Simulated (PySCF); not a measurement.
# r2SCAN/STO-3G run of CH4Si (SMILES C[SiH])

Aim: the vertical singlet–triplet gap of CH4Si at r2SCAN/STO-3G, from 2 runs. 

Program for the calculation: PySCF 2.14.0.

5 further runs of the same task are left out: 5 set aside as unsound or not needed.

### 1 The system as given

CH4Si has 6 atoms, charge 0, and is taken as a singlet. SMILES: `C[SiH]`. The coordinates come from a PBE0-D4/def2-TZVP relaxation.

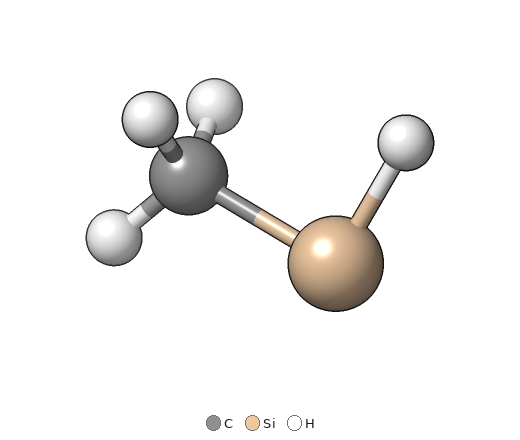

Viewed from a chosen angle; carbon grey, silicon light orange, hydrogen white.

### 2 A single-point energy at r2SCAN/STO-3G

mol.xyz

```xyz
6

C     -0.093500    -0.366000    -0.370300
Si     0.917300     0.209800     1.122300
H     -1.156900    -0.410100    -0.102200
H      0.215000    -1.335600    -0.763000
H     -0.024000     0.382000    -1.170800
H      0.142200     1.520000     1.284000
```

job.py

```python
# C[SiH]
from pyscf import gto, dft

system = gto.M(
    atom='mol.xyz',
    max_memory=1860,
    basis='sto-3g',
    verbose=3,
)

mf = dft.RKS(system)
mf.xc = 'r2scan'
mf.conv_tol = 1e-10
mf.grids.level = 5
mf.kernel()
if not mf.converged:
    mf = mf.newton().run(mf.mo_coeff, mf.mo_occ)

energy = mf.e_tot
print(f'total energy: {energy:.8f} hartree')
```

Started as:

```sh
OMP_NUM_THREADS=1 python job.py
```

The log of the run:

```text
converged SCF energy = -326.036788319874
total energy: -326.03678832 hartree
```

Wall time 3.6 s (1 thread of Arm Neoverse V1, shared host); peak memory 0.2 GiB.

### 3 The triplet, same level

calc.py

```python
from pyscf import gto, dft

mol = gto.Mole()
mol.atom = [
    ('C', (-0.093500, -0.366000, -0.370300)),
    ('Si', (0.917300, 0.209800, 1.122300)),
    ('H', (-1.156900, -0.410100, -0.102200)),
    ('H', (0.215000, -1.335600, -0.763000)),
    ('H', (-0.024000, 0.382000, -1.170800)),
    ('H', (0.142200, 1.520000, 1.284000)),
]
mol.max_memory = 1860
mol.verbose = 3
mol.basis = 'sto-3g'
mol.spin = 2
mol.build()

ks = dft.UKS(mol, xc='r2scan')
ks.grids.level = 5
ks.conv_tol = 1e-10
ks.kernel()
if not ks.converged:
    ks = ks.newton().run(ks.mo_coeff, ks.mo_occ)

e_tot = ks.e_tot
print('E = %.10f Eh' % e_tot)
```

Started as:

```sh
OMP_NUM_THREADS=1 python calc.py
```

The log of the run:

```text
WARN: HOMO -0.0445625631934042 >= LUMO -0.186566429618244

WARN: HOMO -0.0142167955035279 >= LUMO -0.0208957668734588

WARN: HOMO -0.0124050050268549 >= LUMO -0.0224544113922192

WARN: HOMO -0.0174244512469149 >= LUMO -0.0222037077919302

WARN: HOMO -0.0165285803292697 >= LUMO -0.0206409311885793

WARN: HOMO -0.016928605557148 >= LUMO -0.0207811905880495

WARN: HOMO -0.0168671286599485 >= LUMO -0.0207796830848385

WARN: HOMO -0.0168739203001901 >= LUMO -0.0207905965239696

WARN: HOMO -0.0168719805190334 >= LUMO -0.0207889706477467

WARN: HOMO -0.0168722104560395 >= LUMO -0.0207888609659591

WARN: HOMO -0.0168721805912016 >= LUMO -0.0207888223153092

converged SCF energy = -325.978696969682  <S^2> = 2.0018615  2S+1 = 3.0012407
E = -325.9786969697 Eh
```

It took 6.9 s on 1 thread of Arm Neoverse V1, shared host; peak memory 0.21 GiB.

### 4 Results

At r2SCAN/STO-3G:

| quantity | value |
| --- | --- |
| singlet: total energy | -326.03679 Eh |
| singlet: dipole moment | 0.14 D |
| singlet: HOMO energy | -2.24 eV |
| singlet: LUMO energy | 0.65 eV |
| singlet: HOMO–LUMO gap | 2.89 eV |
| triplet: total energy | -325.97870 Eh |
| triplet: dipole moment | 1.22 D |
| triplet: HOMO energy (highest over α and β) | -0.46 eV |
| triplet: ⟨S²⟩ | 2.002 |
| vertical energy of the triplet above the singlet | 1.581 eV |

What this shows: At this shape the triplet lies 1.58 eV (36 kcal/mol) above the singlet. In a minimal basis such a difference can be off by several eV, whatever the method. Mulliken charges (singlet) run from -0.43 on C1 to +0.43 on Si2; they depend strongly on the basis. Mulliken charges (triplet) run from -0.38 on C1 to +0.32 on Si2; they depend strongly on the basis.
